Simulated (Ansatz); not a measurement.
The parent structure is HfO$_{2}$ (space group P2_1/c, No. 14; a = 5.0965 Å, b = 5.1776 Å, c = 5.2717 Å, α = 90.00°, β = 99.62°, γ = 90.00°).

One thing is altered: cell and atoms relaxed at a pressure of 9 GPa.

All numbers come from PBEsol/PAW in Ansatz (a program for electronic structure), scalar-relativistic without spin-orbit coupling, earlier PAW set.

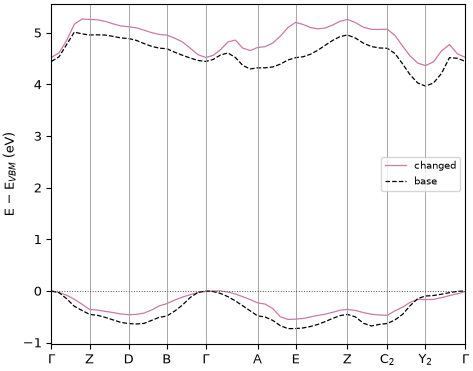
Fig. 1. Highest valence and lowest conduction band along the path, each from its own valence-band maximum

Problem. From the figure, how large is the changed gap, and is it direct?

Solution. About 4.4 eV, indirect, Γ–A (29 % along) → Y₂.

With Hf present, leaving out spin-orbit coupling can change the band edges. Load acts through the strain it causes; cell and atoms are relaxed under it. Whether these cells are dynamically stable was not tested. No other phases were tried under pressure.
